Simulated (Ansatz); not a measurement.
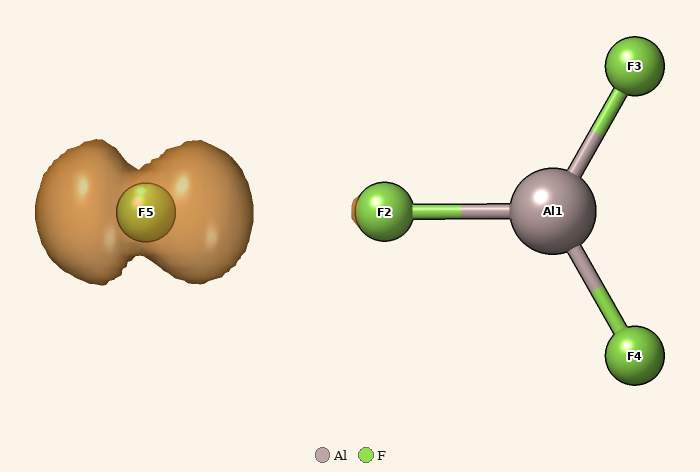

AlF3···F (doublet). Isosurface of the spin density at +0.05 e/Å³ (orange), seen across its widest extent.

Not at a stationary point (largest force 1.2 eV/Å).

Theory: UHF/def2-SVP (Ansatz 0.2.0).

```yaml
atoms:
  - { symbol: Al, position_ang: [0.0000, 0.0000, -0.0846] }
  - { symbol: F, position_ang: [0.0000, 0.0000, 1.5742] }
  - { symbol: F, position_ang: [1.4141, 0.0000, -0.8911] }
  - { symbol: F, position_ang: [-1.4141, 0.0000, -0.8911] }
  - { symbol: F, position_ang: [0.0000, 0.0000, 3.9226] }
```

**Which atoms carry the spin?**

The unpaired spin (1 electron) lies mostly on F5 (about 1.0), in electrons by Hirshfeld's partition.
